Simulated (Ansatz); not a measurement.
# RPA@PBE0/cc-pVTZ run of BN (boron nitride)

What is the electronic atomisation energy of BN (boron nitride) at RPA@PBE0/cc-pVTZ? 

The results are computed with Ansatz 0.2.0.

32 further runs of the same task are left out: 32 set aside as unsound or not needed.

### 1 Starting point

The species is BN (2 atoms), meant as a triplet with charge 0. SMILES: `B#N`. The coordinates come from a PBE0-D4/def2-TZVP relaxation.

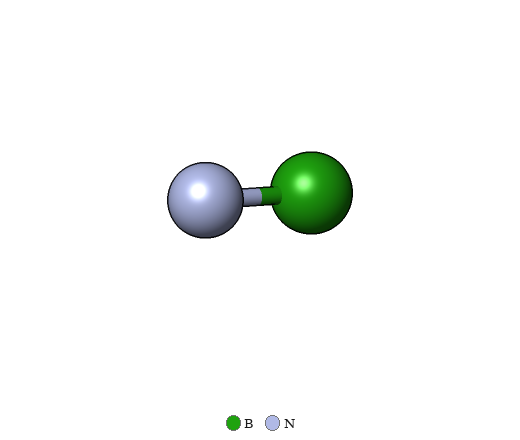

Viewed from a chosen angle; boron green, nitrogen light blue.

### 2 A single-point energy at RPA@PBE0/cc-pVTZ

in.yaml reads:

```yaml
crystal:
  periodic: [false, false, false]
  atoms:
    - {symbol: B, position_ang: [-0.000000, -0.000000, -0.023520]}
    - {symbol: N, position_ang: [0.000000, 0.000000, 1.291950]}
basis:
  gaussian: {orbitals: cc-pVTZ}
correlation: {method: rpa, frozen_orbitals: {B: 1, "N": 1}}
magnetization: {spin_polarized: true, initial_magnetization: 2}
hamiltonian: {xc: pbe0}
accuracy: high
```

Launch:

```
$ ansatz run in.yaml --threads 1 --pin off --max-ram 3480MiB --events-out events.jsonl --progress --plain --runs-dir runs
```

Standard output:

```text
Warning: RAYON_NUM_THREADS=1 ignored (pool sized by the plan → 1); use --threads N
Functional definition: PBE0
  name "PBE0"
  parameter a = 0.25
  parameter kappa = 0.804
  parameter beta = 0.06672455060314922
  exchange = (1 - a)*pbe_x(kappa = kappa, mu = beta*pi^2/3) + a*exact_x
  correlation = pbe_c(beta = beta)
848 factors; integrals over basis functions are off by at most 2.6e-9 eV
mean field evaluation 1: about -2155.2693 eV, gradient 2.8e1 eV
mean field evaluation 2: about -2155.2700 eV, gradient 2.8e1 eV
mean field evaluation 4: about -2158.5585 eV, gradient 6.7e0 eV
mean field evaluation 8: about -2158.8463 eV, gradient 1.8e-1 eV
mean field evaluation 16: about -2158.8476 eV, gradient 4.8e-5 eV
mean field evaluation 32: about -2145.7994 eV, gradient 1.4e1 eV
mean field -2158.84762734 eV, -79.3361869852 hartree, gradient 2.8e-8 eV, S^2 2.005316; 5 other end points of the search recorded, 0 dependent functions left out
2 core orbitals not correlated: weight in the atoms' cores, before any rotation towards them, 1.000 or more for the frozen orbitals, at most 0.000 for the correlated occupied ones
reference -2149.81053080 eV, -79.0040798128 hartree; 5, 3 occupied and 53, 55 virtual orbitals, 848 factors
Total energy: -2159.47739169 eV, -79.3593303982 hartree
```

Run time: 3.9 s. Hardware: 1 thread of Arm Neoverse V1, shared host; peak memory 0.17 GiB.

### 3 The B atom at the same level

in.yaml reads:

```yaml
crystal:
  periodic: [false, false, false]
  atoms:
    - {symbol: B, position_ang: [0.000000, 0.000000, 0.000000]}
basis:
  gaussian: {orbitals: cc-pVTZ}
magnetization: {spin_polarized: true, initial_magnetization: 1}
hamiltonian: {xc: {name: PBE0}}
correlation: {method: rpa, frozen_orbitals: {B: 1}}
accuracy: high
```

Launch:

```
$ ansatz run in.yaml --threads 1 --pin off --max-ram 3480MiB --events-out events.jsonl --progress --plain --runs-dir runs
```

Standard output:

```text
Warning: RAYON_NUM_THREADS=1 ignored (pool sized by the plan → 1); use --threads N
Functional definition: PBE0
  name "PBE0"
  parameter a = 0.25
  parameter kappa = 0.804
  parameter beta = 0.06672455060314922
  exchange = (1 - a)*pbe_x(kappa = kappa, mu = beta*pi^2/3) + a*exact_x
  correlation = pbe_c(beta = beta)
294 factors; integrals over basis functions are off by at most 2.4e-9 eV
mean field evaluation 1: about -669.8232 eV, gradient 2.7e0 eV
mean field evaluation 2: about -669.8218 eV, gradient 2.7e0 eV
mean field evaluation 4: about -669.8915 eV, gradient 1.6e-1 eV
mean field evaluation 8: about -669.8916 eV, gradient 1.3e-4 eV
mean field -669.89163858 eV, -24.6180636491 hartree, gradient 3.7e-8 eV, S^2 0.754106; 0 other end points of the search recorded, 0 dependent functions left out
1 core orbitals not correlated: weight in the atoms' cores, before any rotation towards them, 1.000 or more for the frozen orbitals, at most 0.000 for the correlated occupied ones
reference -667.50471758 eV, -24.5303459203 hartree; 2, 1 occupied and 27, 28 virtual orbitals, 294 factors
Total energy: -670.36104522 eV, -24.6353140249 hartree
```

Run time: 0.5 s. Hardware: 1 thread of Arm Neoverse V1, shared host.

### 4 The N atom

run.yaml reads:

```yaml
crystal:
  periodic: [false, false, false]
  atoms:
    - {symbol: N, position_ang: [0.000000, 0.000000, 0.000000]}
basis:
  gaussian: {orbitals: cc-pVTZ}
hamiltonian: {xc: pbe0}
accuracy: high
correlation: {method: rpa, frozen_orbitals: {"N": 1}}
magnetization: {spin_polarized: true, initial_magnetization: 3}
```

Run the same way, it converges to -54.57579 Eh (log not shown).

### 5 What came out

At RPA@PBE0/cc-pVTZ, 2 core orbitals frozen:

```
                                   quantity         value
                     molecule: total energy  -79.35933 Eh
 molecule: RPA correlation energy (valence)    -355.3 mEh
molecule: ⟨S²⟩ of the reference determinant         2.005
                       B atom: total energy  -24.63531 Eh
   B atom: RPA correlation energy (valence)    -105.0 mEh
  B atom: ⟨S²⟩ of the reference determinant         0.754
                       N atom: total energy  -54.57579 Eh
   N atom: RPA correlation energy (valence)    -177.2 mEh
  N atom: ⟨S²⟩ of the reference determinant         3.752
              electronic atomisation energy      4.033 eV
```

**Reading.** Taking the molecule apart into free atoms costs 4.03 eV (93 kcal/mol), before zero-point energy and without spin-orbit coupling.
